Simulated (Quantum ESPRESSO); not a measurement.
# BAs (F-43m): a volume series of phonon spectra

Aim: how the vibrations of BAs shift with volume, and the expansion that follows.

Measurements to reproduce:
- volume expansion coefficient 11.55 1e-6/K near room temperature (given in “Basic Physical Properties of Cubic Boron Arsenide (three times its linear coefficient)”, 2019, arxiv:1911.11281)
- volume expansion coefficient 10.8 1e-6/K near room temperature (given in “Thermal expansion coefficients of high thermal conducting BAs and BP materials (three times its linear coefficient)”, 2019, arxiv:1906.04101)

Calculated with Quantum ESPRESSO 7.5; DFT PBE, scalar-relativistic, plane waves, GBRV ultrasoft pseudopotentials.

### Step 1. The starting structure

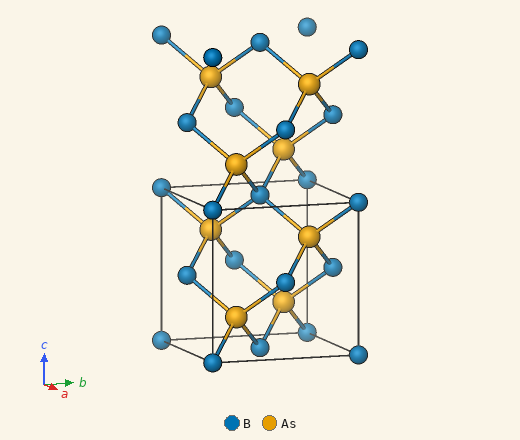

The cell as given, slightly off an axis (boron blue, arsenic orange). 1×1×2 cells are drawn. This picture shows the conventional cell, with its axes. Bonds to atoms that aren't drawn are left out. Some periodic images of atoms are drawn too.

As a file:

```cif
data_structure
_symmetry_space_group_name_H-M 'P 1'
_symmetry_Int_Tables_number 1
_cell_length_a 3.3778
_cell_length_b 3.3778
_cell_length_c 3.3778
_cell_angle_alpha 60.000
_cell_angle_beta 60.000
_cell_angle_gamma 60.000
_cell_volume 27.25
loop_
_atom_site_label
_atom_site_type_symbol
_atom_site_fract_x
_atom_site_fract_y
_atom_site_fract_z
_atom_site_occupancy
B1 B 0.00000 0.00000 0.00000 1
As2 As 0.25000 0.25000 0.25000 1
```

### Step 2. Probe on a coarse mesh

Before spending time, one coarse run tells the gap and the pressure of the starting cell.

probe.in reads:

```
&CONTROL
  calculation = 'scf'
  prefix      = 'x'
  outdir      = './tmp'
  pseudo_dir  = './pseudo'
  tprnfor     = .true.
  tstress     = .true.
  verbosity   = 'high'
/
&SYSTEM
  ibrav       = 0
  nat         = 2
  ntyp        = 2
  ecutwfc     = 40.0
  ecutrho     = 240.0
  occupations = 'smearing'
  smearing    = 'gaussian'
  degauss     = 0.01
/
&ELECTRONS
  conv_thr         = 1.0d-07
  mixing_beta      = 0.7
  electron_maxstep = 100
/
ATOMIC_SPECIES
 B      10.8100  B.upf
 As     74.9216  As.upf
CELL_PARAMETERS angstrom
     0.000000000    2.388500000    2.388500000
     2.388500000    0.000000000    2.388500000
     2.388500000    2.388500000    0.000000000
ATOMIC_POSITIONS crystal
 B      0.000000000   0.000000000   0.000000000
 As     0.250000000   0.250000000   0.250000000
K_POINTS automatic
 6 6 6 0 0 0
```

Command:

```sh
> OMP_NUM_THREADS=1 mpirun -n 8 pw.x -nk 8 -in probe.in > probe.out
```

The log of the run:

```text
Program PWSCF v.7.5

     This program is part of the open-source Quantum ESPRESSO suite
     for quantum simulation of materials; please cite
         "P. Giannozzi et al., J. Phys.:Condens. Matter 21 395502 (2009);
         "P. Giannozzi et al., J. Phys.:Condens. Matter 29 465901 (2017);
         "P. Giannozzi et al., J. Chem. Phys. 152 154105 (2020);
     in publications or presentations arising from this work. More details at

     Message from routine setup:
     using ibrav=0 with symmetry is DISCOURAGED, use correct ibrav instead

     G-vector sticks info
     --------------------
     sticks:   dense  smooth     PW     G-vecs:    dense   smooth      PW
     Sum         673     439    151                11575     6231    1139

     Using Slab Decomposition

     bravais-lattice index     =            0
     lattice parameter (alat)  =       6.3832  a.u.
     unit-cell volume          =     183.9087 (a.u.)^3
     number of atoms/cell      =            2
     number of atomic types    =            2
     number of electrons       =         8.00
     number of Kohn-Sham states=            8
     kinetic-energy cutoff     =      40.0000  Ry
     charge density cutoff     =     240.0000  Ry
     scf convergence threshold =      1.0E-07
     mixing beta               =       0.7000
     number of iterations used =            8  plain     mixing
     Exchange-correlation= SLA  PW   PBE  PBE
                           (   1   4   3   4   0   0   0)

     celldm(1)=   6.383210  celldm(2)=   0.000000  celldm(3)=   0.000000
     celldm(4)=   0.000000  celldm(5)=   0.000000  celldm(6)=   0.000000

     crystal axes: (cart. coord. in units of alat)
               a(1) = (   0.000000   0.707107   0.707107 )
               a(2) = (   0.707107   0.000000   0.707107 )
               a(3) = (   0.707107   0.707107   0.000000 )

     reciprocal axes: (cart. coord. in units 2 pi/alat)
               b(1) = ( -0.707107  0.707107  0.707107 )
               b(2) = (  0.707107 -0.707107  0.707107 )
               b(3) = (  0.707107  0.707107 -0.707107 )

     PseudoPot. # 1 for B  read from file:
     ./pseudo/B.upf
     Pseudo is Ultrasoft + core correction, Zval =  3.0
     Using radial grid of  781 points,  4 beta functions with:
                l(1) =   0
                l(2) =   0
                l(3) =   1
                l(4) =   1
     Q(r) pseudized with  8 coefficients,  rinner =    1.100   1.100   1.100

     PseudoPot. # 2 for As read from file:
     ./pseudo/As.upf
     Pseudo is Ultrasoft + core correction, Zval =  5.0
     Using radial grid of  875 points,  6 beta functions with:
                l(1) =   0
                l(2) =   0
                l(3) =   1
                l(4) =   1
                l(5) =   2
                l(6) =   2
     Q(r) pseudized with  8 coefficients,  rinner =    1.300   1.300   1.300
                                                       1.300   1.300

     atomic species   valence    mass     pseudopotential
     B                 3.00    10.81000     B ( 1.00)
     As                5.00    74.92160     As( 1.00)

     24 Sym. Ops. (no inversion) found

                                    s                        frac. trans.

      isym =  1     identity

 cryst.   s( 1) = (     1          0          0      )
                  (     0          1          0      )
                  (     0          0          1      )

 cart.    s( 1) = (  1.0000000 -0.0000000  0.0000000 )
                  ( -0.0000000  1.0000000  0.0000000 )
                  ( -0.0000000  0.0000000  1.0000000 )

      isym =  2     180 deg rotation - cart. axis [0,0,1]

 cryst.   s( 2) = (     0          1         -1      )
                  (     1          0         -1      )
                  (     0          0         -1      )

 cart.    s( 2) = ( -1.0000000  0.0000000  0.0000000 )
                  (  0.0000000 -1.0000000  0.0000000 )
                  (  0.0000000 -0.0000000  1.0000000 )

      isym =  3     180 deg rotation - cart. axis [0,1,0]

 cryst.   s( 3) = (     0         -1          1      )
                  (     0         -1          0      )
                  (     1         -1          0      )

 cart.    s( 3) = ( -1.0000000 -0.0000000 -0.0000000 )
                  (  0.0000000  1.0000000 -0.0000000 )
                  (  0.0000000  0.0000000 -1.0000000 )

      isym =  4     180 deg rotation - cart. axis [1,0,0]

 cryst.   s( 4) = (    -1          0          0      )
                  (    -1          0          1      )
                  (    -1          1          0      )

 cart.    s( 4) = (  1.0000000  0.0000000 -0.0000000 )
                  ( -0.0000000 -1.0000000 -0.0000000 )
                  ( -0.0000000 -0.0000000 -1.0000000 )

      isym =  5     120 deg rotation - cart. axis [-1,-1,-1]

 cryst.   s( 5) = (     0          0          1      )
[...]
cart.    s( 5) = (  0.0000000  1.0000000 -0.0000000 )
[...]
isym =  6     120 deg rotation - cart. axis [-1,1,1]

 cryst.   s( 6) = (     1         -1          0      )
[...]
cart.    s( 6) = ( -0.0000000 -1.0000000 -0.0000000 )
[...]
isym =  7     120 deg rotation - cart. axis [1,1,-1]

 cryst.   s( 7) = (    -1          1          0      )
[...]
cart.    s( 7) = ( -0.0000000  1.0000000  0.0000000 )
[...]
isym =  8     120 deg rotation - cart. axis [1,-1,1]

 cryst.   s( 8) = (     0          0         -1      )
[...]
cart.    s( 8) = (  0.0000000 -1.0000000  0.0000000 )
[...]
isym =  9     120 deg rotation - cart. axis [1,1,1]

 cryst.   s( 9) = (     0          1          0      )
[...]
cart.    s( 9) = ( -0.0000000  0.0000000  1.0000000 )
[...]
isym = 10     120 deg rotation - cart. axis [-1,1,-1]

 cryst.   s(10) = (    -1          0          1      )
[...]
cart.    s(10) = (  0.0000000 -0.0000000  1.0000000 )
[...]
isym = 11     120 deg rotation - cart. axis [1,-1,-1]

 cryst.   s(11) = (     1          0         -1      )
[...]
cart.    s(11) = (  0.0000000  0.0000000 -1.0000000 )
[...]
isym = 12     120 deg rotation - cart. axis [-1,-1,1]

 cryst.   s(12) = (     0         -1          0      )
[...]
cart.    s(12) = ( -0.0000000 -0.0000000 -1.0000000 )
[...]
isym = 13     inv. 180 deg rotation - cart. axis [1,1,0]

[...]
occupation numbers
     1.0000   1.0000   1.0000   1.0000   0.0000   0.0000   0.0000   0.0000

          k = 0.1179 0.1179-0.1179 (   791 PWs)   bands (ev):

    -6.2926   5.6967   7.9745   7.9745  11.9850  12.8413  12.8413  15.3885

     occupation numbers
     1.0000   1.0000   1.0000   1.0000   0.0000   0.0000   0.0000   0.0000

          k = 0.2357 0.2357-0.2357 (   769 PWs)   bands (ev):

    -5.0275   1.9142   7.1439   7.1439  11.5452  13.5031  13.5031  17.4422

     occupation numbers
     1.0000   1.0000   1.0000   1.0000   0.0000   0.0000   0.0000   0.0000

          k =-0.3536-0.3536 0.3536 (   778 PWs)   bands (ev):

    -3.8763  -0.1314   6.8402   6.8402  11.3709  13.4495  13.4495  17.6339

     occupation numbers
     1.0000   1.0000   1.0000   1.0000   0.0000   0.0000   0.0000   0.0000

          k = 0.2357 0.0000-0.0000 (   793 PWs)   bands (ev):

    -6.1400   6.3731   6.9437   6.9437  10.9151  14.3245  14.3245  14.3662

     occupation numbers
     1.0000   1.0000   1.0000   1.0000   0.0000   0.0000   0.0000   0.0000

          k = 0.3536 0.1179-0.1179 (   795 PWs)   bands (ev):

    -5.1292   3.1799   6.0249   6.1418  11.4022  13.9989  15.1460  15.4237

     occupation numbers
     1.0000   1.0000   1.0000   1.0000   0.0000   0.0000   0.0000   0.0000

          k =-0.2357-0.4714 0.4714 (   792 PWs)   bands (ev):

    -3.7076   0.4485   4.9993   6.0696  11.7082  14.2485  15.0564  17.0070

     occupation numbers
     1.0000   1.0000   1.0000   1.0000   0.0000   0.0000   0.0000   0.0000

          k =-0.1179-0.3536 0.3536 (   792 PWs)   bands (ev):

    -4.1503   1.1800   4.6062   6.7268  12.2037  14.3453  14.3738  17.3715

     occupation numbers
     1.0000   1.0000   1.0000   1.0000   0.0000   0.0000   0.0000   0.0000

          k = 0.0000-0.2357 0.2357 (   791 PWs)   bands (ev):

[...]
occupation numbers
[...]
k = 0.4714 0.0000-0.0000 (   797 PWs)   bands (ev):

[...]
occupation numbers
[...]
k =-0.1179-0.5893 0.5893 (   779 PWs)   bands (ev):

[...]
occupation numbers
[...]
k =-0.0000-0.4714 0.4714 (   792 PWs)   bands (ev):

[...]
occupation numbers
[...]
k =-0.7071 0.0000 0.0000 (   790 PWs)   bands (ev):

    -2.5615   0.1320   4.5815   4.5815  10.0856  10.0976  20.0799  20.0799

     occupation numbers
     1.0000   1.0000   1.0000   1.0000   0.0000   0.0000   0.0000   0.0000

          k =-0.2357-0.4714 0.7071 (   781 PWs)   bands (ev):

    -3.9471   1.9027   3.7818   5.4408  12.4560  13.8926  14.5570  17.7547

     occupation numbers
     1.0000   1.0000   1.0000   1.0000   0.0000   0.0000   0.0000   0.0000

          k =-0.1179-0.3536 0.5893 (   780 PWs)   bands (ev):

    -2.9206   0.6092   3.2414   4.7922  13.0096  13.9344  16.1799  17.6036

     occupation numbers
     1.0000   1.0000   1.0000   1.0000   0.0000   0.0000   0.0000   0.0000

          k =-0.7071 0.2357 0.0000 (   772 PWs)   bands (ev):

    -2.4416   0.4541   3.5048   3.6952  12.4497  12.6673  17.3655  17.6040

     occupation numbers
     1.0000   1.0000   1.0000   1.0000   0.0000   0.0000   0.0000   0.0000

     the Fermi energy is     9.3219 ev

!    total energy              =     -46.66514779 Ry
     estimated scf accuracy    <       0.00000003 Ry
     smearing contrib. (-TS)   =      -0.00000000 Ry
     internal energy E=F+TS    =     -46.66514779 Ry

     The total energy is F=E-TS. E is the sum of the following terms:
     one-electron contribution =       6.62599823 Ry
     hartree contribution      =       1.25428842 Ry
     xc contribution           =     -34.61201576 Ry
     ewald contribution        =     -19.93341868 Ry

     convergence has been achieved in   6 iterations

     Forces acting on atoms (cartesian axes, Ry/au):

     atom    1 type  1   force =     0.00000000    0.00000000    0.00000000
     atom    2 type  2   force =     0.00000000    0.00000000    0.00000000
     The non-local contrib.  to forces
     atom    1 type  1   force =     0.00000000   -0.00000000   -0.00000000
     atom    2 type  2   force =     0.00000000    0.00000000    0.00000000
     The ionic contribution  to forces
     atom    1 type  1   force =    -0.00000000    0.00000000    0.00000000
     atom    2 type  2   force =    -0.00000000    0.00000000   -0.00000000
     The local contribution  to forces
     atom    1 type  1   force =     0.00000000    0.00000000    0.00000000
     atom    2 type  2   force =     0.00000000    0.00000000    0.00000000
     The core correction contribution to forces
     atom    1 type  1   force =    -0.00000000   -0.00000000    0.00000000
     atom    2 type  2   force =     0.00000000   -0.00000000    0.00000000
     The Hubbard contrib.    to forces
     atom    1 type  1   force =     0.00000000    0.00000000    0.00000000
     atom    2 type  2   force =     0.00000000    0.00000000    0.00000000
     The SCF correction term to forces
     atom    1 type  1   force =     0.00000000    0.00000000    0.00000000
     atom    2 type  2   force =     0.00000000   -0.00000000   -0.00000000

     Total force =     0.000000     Total SCF correction =     0.000000

     Computing stress (Cartesian axis) and pressure

          total   stress  (Ry/bohr**3)                   (kbar)     P=       37.56
   0.00025532  -0.00000000  -0.00000000           37.56       -0.00       -0.00
  -0.00000000   0.00025532  -0.00000000           -0.00       37.56       -0.00
  -0.00000000  -0.00000000   0.00025532           -0.00       -0.00       37.56

     kinetic stress (kbar)   4336.81      0.00      0.00
                               -0.00   4336.81     -0.00
                                0.00     -0.00   4336.81

     local   stress (kbar)   6860.25      0.00      0.00
                                0.00   6860.25      0.00
                                0.00      0.00   6860.25

     nonloc. stress (kbar)  -4250.20     -0.00     -0.00
                               -0.00  -4250.20      0.00
                               -0.00      0.00  -4250.20

     hartree stress (kbar)    334.43      0.00      0.00
                                0.00    334.43     -0.00
                                0.00     -0.00    334.43

     exc-cor stress (kbar)  20983.25     -0.00     -0.00
                               -0.00  20983.25     -0.00
                               -0.00     -0.00  20983.25

     corecor stress (kbar) -22912.20      0.00      0.00
                                0.00 -22912.20      0.00
                                0.00      0.00 -22912.20

     ewald   stress (kbar)  -5314.79      0.00      0.00
                                0.00  -5314.79      0.00
                                0.00      0.00  -5314.79

     hubbard stress (kbar)      0.00      0.00      0.00
                                0.00      0.00      0.00
                                0.00      0.00      0.00

     DFT-D   stress (kbar)      0.00      0.00      0.00
[...]
XDM     stress (kbar)      0.00      0.00      0.00
[...]
dft-nl  stress (kbar)      0.00      0.00      0.00
                                0.00      0.00      0.00
                                0.00      0.00      0.00

     TS-vdW  stress (kbar)      0.00      0.00      0.00
                                0.00      0.00      0.00
                                0.00      0.00      0.00

     MDB     stress (kbar)      0.00      0.00      0.00
                                0.00      0.00      0.00
                                0.00      0.00      0.00

     3D-RISM stress (kbar)      0.00      0.00      0.00
                                0.00      0.00      0.00
                                0.00      0.00      0.00

     Writing all to output data dir ./tmp/x.save/ :
     XML data file, charge density, pseudopotentials, collected wavefunctions

   JOB DONE.
```

The job ended after 1.2 s (8 MPI ranks of Arm Neoverse V1, shared host).

A gap read on the k-mesh alone can miss the band edges.

This step gave:

| Quantity | Value |
| --- | --- |
| volume per atom | 13.63 Å³ |
| pressure | 3.756 GPa |
| gap on the k-mesh | 1.281 eV |

The start is under 3.8 GPa at this level and looks like an insulator or semiconductor on this mesh.

(Part 1 of 8 ends here.)

[Logs are printed without paths, hosts, clocks, repeated set-up lines and the standing remarks that a program may print on its own settings, such as how far it seeks lower states.]

[Hosts, paths, dates, database ids (printed as entryN), source tags and the programs' standing remarks are cut or masked in the printed files.]

[A step with changed settings may run another functional than the one named; its input shows which.]

[Of the runs on displaced cells, only some may be shown.]
